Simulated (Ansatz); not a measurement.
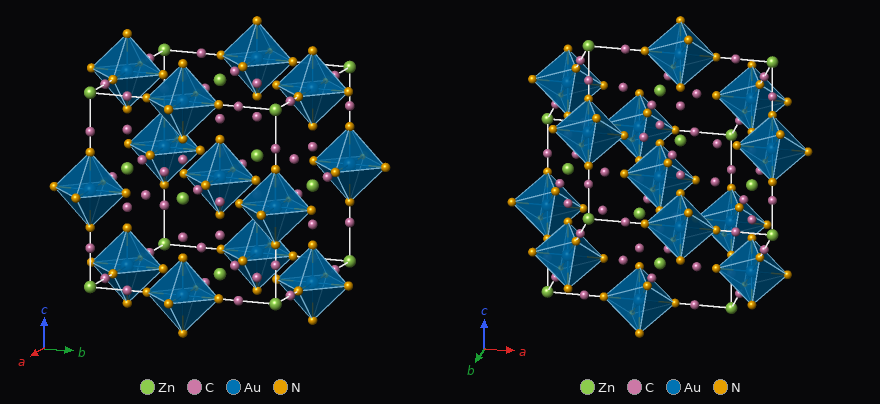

Polyhedra are drawn about Au (bonds: Au–N below 2.4 Å); other atoms are plain spheres. Two views of the same piece.

ZnAuC6N6 (space group Fm-3m, No. 225). Coordinates: the end point of a relaxation with Ansatz, DFT PBE, scalar-relativistic, plane waves, PAW; the starting structure was generated, so it need not be a known form of this composition.

What figure surrounds each Au atom, and how are these polyhedra linked?

Au: AuN6 octahedron. The octahedra are isolated from each other. Their corner atoms also have C as close neighbours (those links are not drawn).
